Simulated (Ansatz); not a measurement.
# CH3Cl2FGe: molecular dynamics

Purpose: to follow the molecule's vibrations and see whether its bonds hold. The start is relaxed first. Runs: 40 steps of 2.5 fs under a Nosé-Hoover thermostat at 300 K. SMILES of the start: [CH3][Ge]([F])([Cl])[Cl].

Program: Ansatz 0.2.0. Level of theory: RKS PBE/def2-SVP. These are calculated values, not measurements.

### 1 The system as given

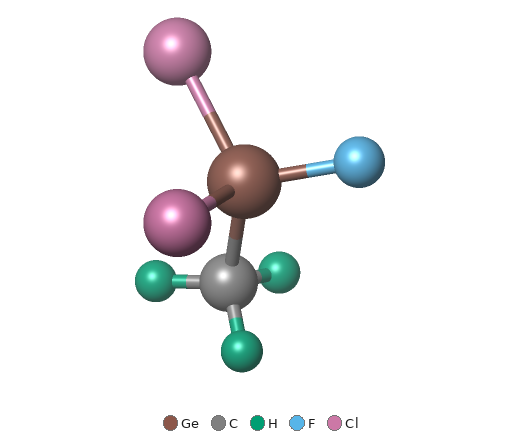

Start, viewed from a free direction; germanium brown, carbon grey, hydrogen teal, fluorine blue, chlorine pink.

As a file:

```xyz
8

Ge    0.0000    0.0000    0.0000
C     0.0000    0.0000    1.9600
H    -0.9996   -0.3092    2.3305
H     0.7676   -0.7111    2.3305
H     0.2320    1.0203    2.3305
F     1.5842    0.0000   -0.5594
Cl   -1.0456    1.8115   -0.7393
Cl   -1.0456   -1.8115   -0.7393
```

### 2 Preparing the start

input.yaml

```yaml
crystal:
  periodic: [false, false, false]
  atoms:
    - { symbol: Ge, position_ang: [0.0, 0.0, 0.0] }
    - { symbol: C, position_ang: [0.0, 0.0, 1.96] }
    - { symbol: H, position_ang: [-0.9996, -0.3092, 2.3305] }
    - { symbol: H, position_ang: [0.7676, -0.7111, 2.3305] }
    - { symbol: H, position_ang: [0.232, 1.0203, 2.3305] }
    - { symbol: F, position_ang: [1.5842, 0.0, -0.5594] }
    - { symbol: Cl, position_ang: [-1.0456, 1.8115, -0.7393] }
    - { symbol: Cl, position_ang: [-1.0456, -1.8115, -0.7393] }
basis:
  gaussian: { orbitals: def2-SVP }
hamiltonian:
  xc: pbe
relax:
  f_tol: 0.02
  max_steps: 40
```

The run is started by

```sh
$ ansatz run input.yaml --threads 4 --pin off --max-ram 5120MiB --backend cpu --events-out ev --progress --plain --runs-dir out
```

The log of the run (excerpt; [...] marks lines left out):

```text
Warning: RAYON_NUM_THREADS=4 ignored (pool sized by the plan → 4); use --threads N
[...]
Functional definition: PBE
[...]
1221 factors; their error is unknown
[...]
mean field -85329.16380229 eV, -3135.7889315498 hartree, gradient 5.2e-5 eV, S^2 0.000000; 0 other end points of the search recorded, 0 dependent functions left out
[...]
reference -85329.16383418 eV, -3135.7889327217 hartree; 42, 42 occupied and 69, 69 virtual orbitals, 1221 factors
relax step   1: F+E_penalty+E_count = -85329.16380229 eV  Δ(F+E_penalty+E_count) = +0.000e0 eV  max|allowed force component| = 2.886e0 eV/Å  Δτ_max = 0.0000 Å  (27 SCF iters, accepted)
[...]
relax step   4: F+E_penalty+E_count = -85329.31331212 eV  Δ(F+E_penalty+E_count) = -9.397e-4 eV  max|allowed force component| = 1.185e-2 eV/Å  Δτ_max = 0.0136 Å  (29 SCF iters, accepted)
[...]
relax step   7: F+E_penalty+E_count = -85329.30610945 eV  Δ(F+E_penalty+E_count) = +8.329e-3 eV  max|allowed force component| = 4.118e-1 eV/Å  Δτ_max = 0.1683 Å  (27 SCF iters, rejected (line search))
[...]
relax step  10: F+E_penalty+E_count = -85329.31528302 eV  Δ(F+E_penalty+E_count) = -4.293e-4 eV  max|allowed force component| = 1.233e-2 eV/Å  Δτ_max = 0.0415 Å  (28 SCF iters, accepted)
[...]
relax step  11: F+E_penalty+E_count = -85329.31521463 eV  Δ(F+E_penalty+E_count) = +6.839e-5 eV  max|allowed force component| = 6.141e-2 eV/Å  Δτ_max = 0.0489 Å  (28 SCF iters, rejected (line search))
[...]
relax step  12: F+E_penalty+E_count = -85329.31544815 eV  Δ(F+E_penalty+E_count) = -1.651e-4 eV  max|allowed force component| = 1.010e-2 eV/Å  Δτ_max = 0.0238 Å  (29 SCF iters, accepted)
1221 factors; their error is unknown
[...]
mean field -85329.31544815 eV, -3135.7945044321 hartree, gradient 1.5e-5 eV, S^2 0.000000; 1 other end points of the search recorded, 0 dependent functions left out
[...]
reference -85329.31548001 eV, -3135.7945056029 hartree; 42, 42 occupied and 69, 69 virtual orbitals, 1221 factors
Total energy: -85329.31548001 eV, -3135.7945056029 hartree
Atom 0 at    -0.053189     0.003392     0.041402 Å, force    -0.002267    -0.000553    -0.002239 eV/Å
Atom 1 at    -0.006593    -0.000250     1.980377 Å, force     0.001026     0.000236     0.005602 eV/Å
Atom 2 at    -1.035488    -0.123871     2.367835 Å, force     0.010096     0.002682    -0.002739 eV/Å
Atom 3 at     0.627725    -0.840621     2.321548 Å, force    -0.007227     0.007197    -0.001566 eV/Å
Atom 4 at     0.415195     0.960989     2.331045 Å, force    -0.003267    -0.010023    -0.001901 eV/Å
Atom 5 at     1.574421     0.096085    -0.595228 Å, force    -0.002408     0.000764     0.000588 eV/Å
Atom 6 at    -1.112464     1.706075    -0.761466 Å, force     0.001478    -0.001284     0.001167 eV/Å
Atom 7 at    -0.916606    -1.801799    -0.772012 Å, force     0.002569     0.000980     0.001088 eV/Å
Dipole moment:    -0.084114    -0.006629     0.610228 e Å
```

Run time: 16 s. Hardware: 4 threads of Arm Neoverse V1, shared host; peak memory 0.17 GiB.

Relaxation path:

```
step  energy from step 1 (eV)  largest force component (eV/Å)
   1                   0.0000                          2.8860
   2                  -0.1266                          1.0713
   3                  -0.1486                          0.1558
   4                  -0.1495                          0.0118
   5                  -0.1499                          0.0478
   6                  -0.1506                          0.0046
  7x                  -0.1423                          0.4118
   8                  -0.1511                          0.0333
  9x                  -0.1507                          0.1364
  10                  -0.1515                          0.0123
 11x                  -0.1514                          0.0614
  12                  -0.1516                          0.0101
```

Step 1 is the start. 3 steps were tried and not accepted (marked x).

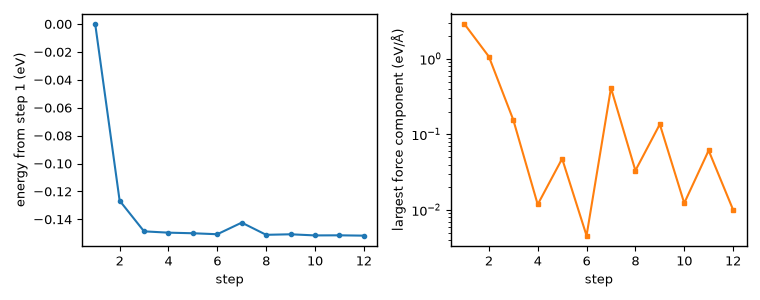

How energy and force went from step to step.

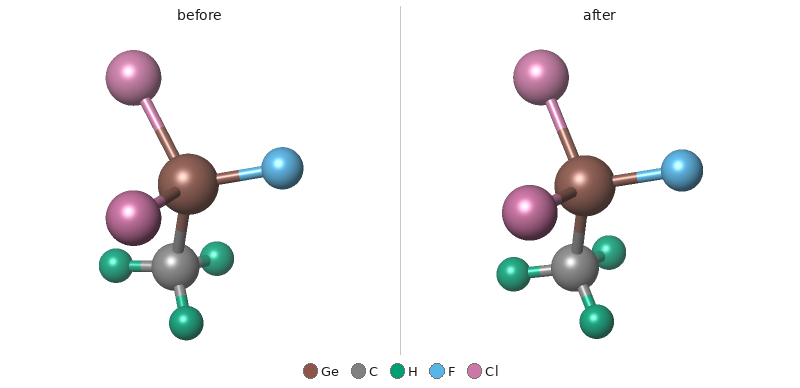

The structure before (left) and after (right), drawn at the same scale.

After: Bond lengths: Ge1–C2 1.940 Å, C2–H3 1.106 Å, C2–H4 1.107 Å, C2–H5 1.107 Å, Ge1–F6 1.750 Å, Ge1–Cl7 2.160 Å, Ge1–Cl8 2.160 Å. Angles: Ge1–C2–H3 109.1°, Ge1–C2–H4 108.9°, Ge1–C2–H5 108.9°, H3–C2–H4 109.9°, H3–C2–H5 109.9°, H4–C2–H5 110.1°, C2–Ge1–F6 110.0°, C2–Ge1–Cl7 112.6°, C2–Ge1–Cl8 112.6°, F6–Ge1–Cl7 106.2°, F6–Ge1–Cl8 106.2°, Cl7–Ge1–Cl8 108.8°.

### 3 The run

40 steps of 2.5 fs under a Nosé-Hoover thermostat at 300 K, from the relaxed start.

input.yaml

```yaml
crystal:
  periodic: [false, false, false]
  atoms:
    - { symbol: Ge, position_ang: [-0.053189, 0.003392, 0.041402] }
    - { symbol: C, position_ang: [-0.006593, -0.00025, 1.980377] }
    - { symbol: H, position_ang: [-1.035488, -0.123871, 2.367835] }
    - { symbol: H, position_ang: [0.627725, -0.840621, 2.321548] }
    - { symbol: H, position_ang: [0.415195, 0.960989, 2.331045] }
    - { symbol: F, position_ang: [1.574421, 0.096085, -0.595228] }
    - { symbol: Cl, position_ang: [-1.112464, 1.706075, -0.761466] }
    - { symbol: Cl, position_ang: [-0.916606, -1.801799, -0.772012] }
basis:
  gaussian: { orbitals: def2-SVP }
hamiltonian:
  xc: pbe
md:
  timestep: 2.5
  n_steps: 40
  ensemble: nvt_nose_hoover
  temperature: 300.0
  initial_velocities: maxwell_boltzmann
  seed: 115305
```

The run is started by

```sh
$ ansatz run input.yaml --threads 4 --pin off --max-ram 5120MiB --backend cpu --events-out ev --progress --plain --runs-dir out
```

The log of the run (excerpt; [...] marks lines left out):

```text
Warning: RAYON_NUM_THREADS=4 ignored (pool sized by the plan → 4); use --threads N
[...]
Functional definition: PBE
[...]
1221 factors; their error is unknown
[...]
mean field -85329.31547002 eV, -3135.7945052360 hartree, gradient 2.5e-5 eV, S^2 0.000000; 0 other end points of the search recorded, 0 dependent functions left out
[...]
reference -85329.31550172 eV, -3135.7945064008 hartree; 42, 42 occupied and 69, 69 virtual orbitals, 1221 factors
md step     0: t =     0.00 fs  T =   300.0 K  F+E_penalty+E_count = -85329.31547002 eV  E_kin = 0.232668 eV  conserved = -85329.08280202 eV  (28 SCF iters)
[...]
md step    10: t =    25.00 fs  T =   234.0 K  F+E_penalty+E_count = -85329.25022713 eV  E_kin = 0.181516 eV  conserved = -85329.07206944 eV  (29 SCF iters)
[...]
md step    20: t =    50.00 fs  T =   148.1 K  F+E_penalty+E_count = -85329.15140074 eV  E_kin = 0.114825 eV  conserved = -85329.05019091 eV  (29 SCF iters)
[...]
md step    40: t =   100.00 fs  T =   150.3 K  F+E_penalty+E_count = -85329.10577559 eV  E_kin = 0.116576 eV  conserved = -85329.05594586 eV  (28 SCF iters)
Total energy: -85329.10580737 eV, -3135.7868002755 hartree
Atom 0 at    -0.064010    -0.016458     0.019655 Å, force     0.213251     0.580360     1.496415 eV/Å
Atom 1 at    -0.061059     0.036116     2.038970 Å, force     0.940977    -0.133157    -0.876877 eV/Å
Atom 2 at    -0.902973    -0.469865     2.491640 Å, force    -1.305065     0.187118     0.003493 eV/Å
Atom 3 at     0.726391    -0.610467     2.443802 Å, force     0.854602    -0.115900    -0.285653 eV/Å
Atom 4 at     0.136038     1.061106     2.407119 Å, force    -0.340831    -0.004907    -0.085633 eV/Å
Atom 5 at     1.549660     0.129077    -0.641516 Å, force     0.029758    -0.122285     0.094926 eV/Å
Atom 6 at    -1.072854     1.724401    -0.742013 Å, force    -0.171650     0.070465    -0.107807 eV/Å
Atom 7 at    -0.900957    -1.809012    -0.751115 Å, force    -0.221041    -0.461693    -0.238863 eV/Å
Dipole moment:    -0.097136    -0.084004     0.560751 e Å
```

It took 48 s on 4 threads of Arm Neoverse V1, shared host; peak memory 0.17 GiB.

### 4 The trajectory

The trajectory, every 2 steps (energies from step 0):

```
time (fs)  T (K)  potential energy change (meV/atom)  conserved energy change (meV/atom)
      0.0    300                                 0.0                                0.00
      5.0    129                                18.3                                1.77
     10.0    171                                13.9                                1.37
     15.0    175                                13.6                                1.34
     20.0    113                                21.2                                2.88
     25.0    234                                 8.2                                1.34
     30.0    129                                21.0                                3.73
     35.0    137                                19.4                                2.83
     40.0    124                                22.1                                3.99
     45.0    122                                22.0                                3.37
     50.0    148                                20.5                                4.08
     55.0    145                                21.3                                4.21
     60.0    198                                16.2                                3.70
     65.0     82                                29.2                                4.92
     70.0    191                                17.4                                3.26
     75.0    137                                24.8                                4.75
     80.0    204                                17.6                                3.49
     85.0    283                                11.3                                3.69
     90.0    103                                30.0                                4.18
     95.0    210                                19.9                                3.75
    100.0    150                                26.2                                3.36
```

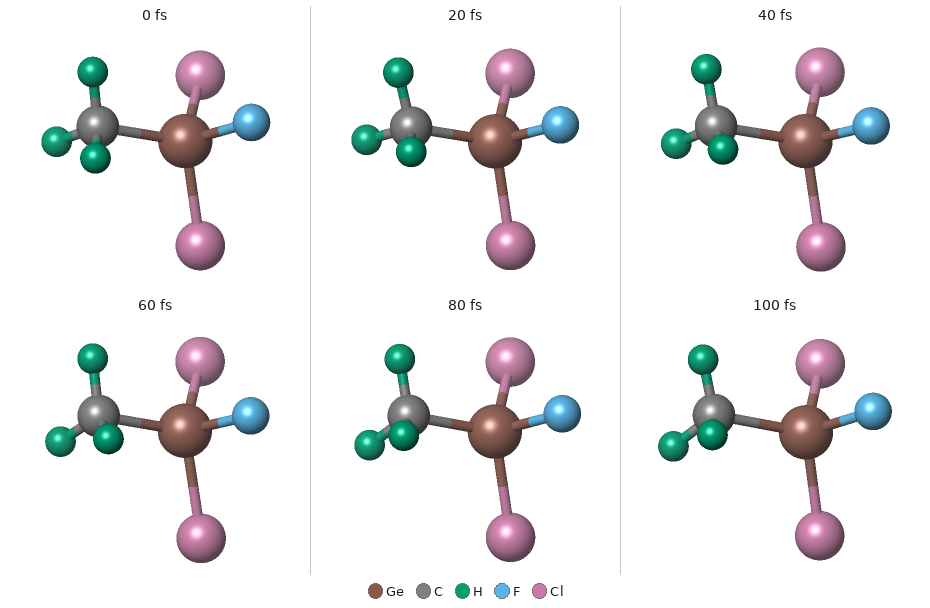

Six frames of the run, seen from a chosen angle. Sticks join atoms within a bonding distance in each frame.

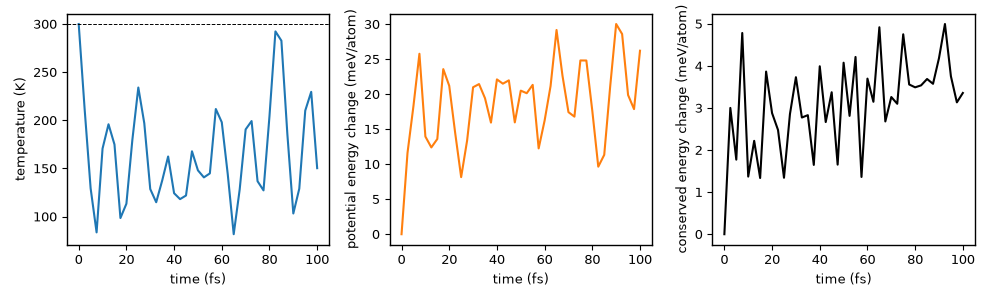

Traces against time; each panel has its own scale. The dashed line is the set temperature.

### 5 Positions and forces

Extended XYZ, with forces in eV/Å:

```xyz
8
time_fs=12.5 T=196 dE=0.0992
Ge   -0.063    0.001    0.043   -0.556    0.425   -0.815
C    -0.005    0.001    1.928    1.146    0.855    0.866
H    -1.008   -0.180    2.335   -0.144   -0.081    0.244
H     0.718   -0.823    2.159   -0.349    0.290    0.303
H     0.419    1.014    2.274   -0.520   -1.193   -0.275
F     1.549    0.065   -0.584    0.538    0.081   -0.206
Cl   -1.109    1.729   -0.756    0.063   -0.151    0.001
Cl   -0.890   -1.804   -0.763   -0.179   -0.226   -0.119
8
time_fs=25.0 T=234 dE=0.0652
Ge   -0.082    0.006    0.032    0.414    0.102   -0.059
C     0.022   -0.003    1.948   -0.830   -0.569    1.236
H    -0.984   -0.251    2.425    0.713    0.341   -0.558
H     0.728   -0.770    2.347   -0.030    0.148   -0.427
H     0.349    0.984    2.307    0.021    0.240    0.022
F     1.558    0.041   -0.586   -0.032    0.154   -0.059
Cl   -1.104    1.747   -0.751    0.041   -0.163    0.023
Cl   -0.871   -1.815   -0.758   -0.296   -0.253   -0.178
8
time_fs=37.5 T=162 dE=0.1275
Ge   -0.092    0.013    0.019    0.942   -0.140    1.053
C     0.030   -0.004    2.038   -0.815   -0.152   -1.828
H    -0.999   -0.234    2.376    0.270   -0.254    0.271
H     0.814   -0.732    2.273    0.008   -0.258    0.311
H     0.291    1.008    2.318    0.311    0.708    0.342
F     1.567    0.028   -0.593   -0.390    0.167    0.055
Cl   -1.097    1.758   -0.745   -0.073   -0.016   -0.099
Cl   -0.863   -1.837   -0.761   -0.253   -0.055   -0.105
8
time_fs=50.0 T=148 dE=0.1641
Ge   -0.086    0.017    0.025    0.078   -0.356    0.617
C     0.005    0.019    1.993    1.266    0.825    0.068
H    -0.852   -0.361    2.514   -1.464   -0.085    0.183
H     0.767   -0.704    2.318    0.592   -0.204   -0.308
H     0.318    1.014    2.441   -0.390   -0.595   -0.615
F     1.550    0.028   -0.597   -0.026    0.175   -0.002
Cl   -1.093    1.768   -0.743    0.004   -0.149   -0.063
Cl   -0.866   -1.861   -0.768   -0.059    0.390    0.121
8
time_fs=62.5 T=144 dE=0.1694
Ge   -0.078    0.015    0.043   -0.577   -0.321   -0.793
C     0.005    0.010    1.953   -0.597    0.292   -0.049
H    -1.033   -0.290    2.302    1.143   -0.141    0.105
H     0.886   -0.655    2.124   -0.583    0.071    0.603
H     0.197    1.069    2.242    0.100   -0.331    0.134
F     1.531    0.042   -0.603    0.475    0.131   -0.169
Cl   -1.088    1.772   -0.743    0.019   -0.227   -0.016
Cl   -0.871   -1.869   -0.770    0.019    0.525    0.184
8
time_fs=75.0 T=137 dE=0.1986
Ge   -0.079    0.005    0.046    0.200   -0.383   -1.401
C    -0.002    0.021    1.915   -0.858   -1.676    2.476
H    -0.958   -0.417    2.389    0.713    0.867   -0.753
H     0.761   -0.632    2.425    0.054    0.303   -0.841
H     0.166    1.037    2.254   -0.072    0.752    0.289
F     1.542    0.068   -0.619   -0.044    0.085    0.019
Cl   -1.082    1.766   -0.744    0.041   -0.315    0.102
Cl   -0.877   -1.857   -0.765   -0.034    0.367    0.107
8
time_fs=87.5 T=186 dE=0.1690
Ge   -0.076   -0.011    0.026    0.493    0.640    0.828
C    -0.029    0.018    2.035    0.636    1.625   -1.795
H    -1.009   -0.292    2.333   -0.842   -0.925    0.660
H     0.857   -0.582    2.258    0.014   -0.393    0.623
H     0.075    1.091    2.356    0.234   -0.546   -0.234
F     1.553    0.100   -0.635   -0.211   -0.082    0.154
Cl   -1.075    1.748   -0.742   -0.125   -0.071   -0.089
Cl   -0.884   -1.829   -0.755   -0.200   -0.246   -0.148
8
time_fs=100.0 T=150 dE=0.2097
Ge   -0.064   -0.017    0.020    0.213    0.580    1.496
C    -0.061    0.036    2.039    0.941   -0.133   -0.877
H    -0.903   -0.470    2.492   -1.305    0.187    0.004
H     0.726   -0.611    2.444    0.855   -0.116   -0.286
H     0.136    1.061    2.407   -0.341   -0.005   -0.086
F     1.550    0.129   -0.641    0.030   -0.122    0.095
Cl   -1.073    1.724   -0.742   -0.172    0.070   -0.108
Cl   -0.901   -1.809   -0.751   -0.221   -0.462   -0.239
```

### 6 Outcome

| quantity | value |
| --- | --- |
| relaxation of the start | 8 moves, 0.152 eV lower |
| length | 40 steps of 2.5 fs |
| temperature, first and last step | 300 and 150 K |
| temperature, second half | mean 173 K, from 82 to 292 K |
| potential energy, second half | +20 meV/atom from the start |
| largest change of the conserved energy | 5.00 meV/atom |
| bonds formed or broken | 0 |

**Reading.** Against a set 300 K the second half averages 173 K with a spread of 53 K; 20 meV/atom has gone into potential energy, and a thermostat that acts over some 100 fs has not made it up in 100 fs. The conserved energy strays from its start by at most 5.00 meV/atom, 31 % of the mean kinetic energy, which is poor: the step of 2.5 fs is too long for the fastest motion. No bond forms or breaks. 100 fs on 8 atoms is far too short and small for converged averages. The nuclei move classically, without zero-point motion, which matters most for hydrogen.
